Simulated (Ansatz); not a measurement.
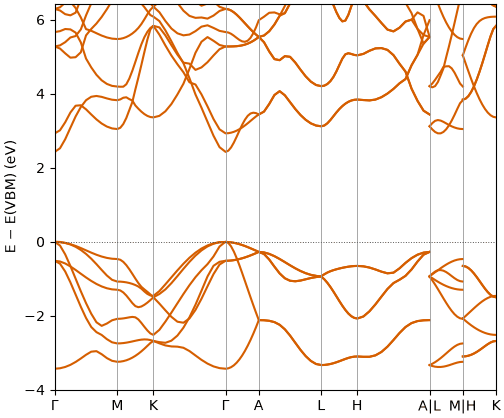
Figure: Band structure from LDA in the plane-wave PAW code Ansatz

Task: Read off the gap and where the band edges lie.

Result: About 2.4 eV (2.43 eV by a search for the band edges); maximum at Γ, minimum at Γ.

The material is MgTe (wurtzite, space group No. 186).

Space group P6_3mc (wurtzite). The LDA relaxation kept the symmetry of its start; of distortions, only those at the zone centre were tested. Scalar-relativistic: spin–orbit coupling is off unless named, which matters more the heavier the elements.

Potentials: the later of the program's two PAW sets.
